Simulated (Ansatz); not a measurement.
## How far to go with shifted k-point meshes: FeAl (P4mm, 2 atoms in the cell)

```
CELL_PARAMETERS angstrom
      2.91873     0.00000     0.00000
      0.00000     2.91873     0.00000
      0.00000     0.00000     2.91873
ATOMIC_POSITIONS crystal
  Al 0.50000 0.50000 0.51713
  Fe 0.00000 0.00000 0.00000
```

Method of the run: LDA (PW92), default PAW files made with PBE (plane waves; Ansatz, a first-principles code).

Base settings: basis.ecutwfc = 420 eV; kpoints.mp_grid.grid = 11 11 11; hamiltonian.xc = lda; hamiltonian.pseudopotentials = {kind: paw} (the program's default PAW files); scf.occupations.method = fermi_dirac; scf.occupations.width = 0.1 eV.

In this ladder: kpoints.mp_grid.shift = 0.5 0.5 0.5.

Only quantities that move along the ladder and can be compared are tabulated.

The count of work is k-points × plane waves × bands × iterations; it is no time. Core times come from one kind of shared machine, to one figure; runs under 30 s give none.

The starting cell has typed, rounded lattice constants, without a prior relaxation at this level. Its lattice was rescaled by up to half a per cent. One atom was moved a little off its site on purpose. Spin polarisation is off. In the base run, with a pressure of about -18 GPa the cell is away from its equilibrium volume at this level. Ansatz's pressure includes its estimate of the finite-basis (Pulay) stress.

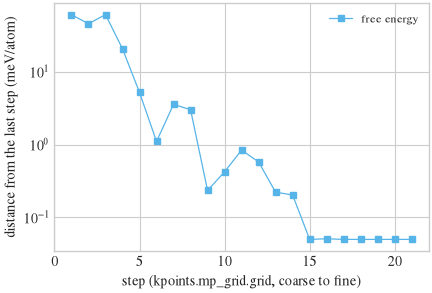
Distance from the last step along the ladder; very small values are drawn at a floor.

| kpoints.mp_grid.grid | free energy less the last step's (meV/atom) | pressure (GPa) | largest difference of a force vector from the last step's (eV/Å) | count of work / last | core time / last (rough) |
|---|---|---|---|---|---|
| 2 2 2 | -60.53 | -21.99 | 0.046 | 0.00032 | – |
| 3 3 3 | 45.46 | -17.21 | 0.012 | 0.0017 | – |
| 4 4 4 | 60.69 | -16.28 | 0.001 | 0.0017 | – |
| 5 5 5 | -20.57 | -18.31 | 0.003 | 0.0050 | – |
| 6 6 6 | 5.19 | -17.73 | 0.001 | 0.0050 | – |
| 7 7 7 | 1.10 | -17.83 | 0.000 | 0.011 | – |
| 8 8 8 | -3.57 | -17.98 | 0.001 | 0.011 | – |
| 9 9 9 | 3.01 | -17.75 | 0.000 | 0.021 | – |
| 10 10 10 | -0.23 | -17.87 | 0.000 | 0.021 | – |
| 11 11 11 | -0.42 | -17.88 | 0.000 | 0.035 | – |
| 12 12 12 | 0.84 | -17.83 | 0.000 | 0.035 | – |
| 13 13 13 | -0.58 | -17.90 | 0.000 | 0.054 | – |
| 15 15 15 | 0.22 | -17.85 | 0.000 | 0.080 | – |
| 16 16 16 | -0.20 | -17.88 | 0.000 | 0.080 | – |
| 18 18 18 | 0.03 | -17.86 | 0.000 | 0.11 | – |
| 20 20 20 | 0.05 | -17.86 | 0.000 | 0.15 | – |
| 22 22 22 | -0.02 | -17.87 | 0.000 | 0.20 | – |
| 24 24 24 | -0.01 | -17.87 | 0.000 | 0.26 | – |
| 27 27 27 | -0.01 | -17.87 | 0.000 | 0.41 | 0.4 |
| 30 30 30 | 0.00 | -17.87 | 0.000 | 0.50 | 0.5 |
| 33 33 33 | 0.00 | -17.87 | 0.000 | 0.72 | 0.7 |
| 37 37 37 | 0.00 | -17.87 | 0.000 | 1.0 | 1 |

Coarsest kpoints.mp_grid.grid that holds the pressure within 1 GPa of the last step, with all finer ones: 5 5 5, at 0.0050 of the last step's count of work; the step before is off by 1.6 GPa.

Coarsest kpoints.mp_grid.grid that holds the free energy within 1 meV/atom of the last step, with all finer ones: 10 10 10, at 0.021 of the last step's count of work; the step before is off by 3.0 meV/atom.

Coarsest kpoints.mp_grid.grid that holds the forces within 0.01 eV/Å of the last step, with all finer ones: 4 4 4, at 0.0017 of the last step's count of work; the step before is off by 0.012 eV/Å.

Keys are those of Ansatz 0.2.
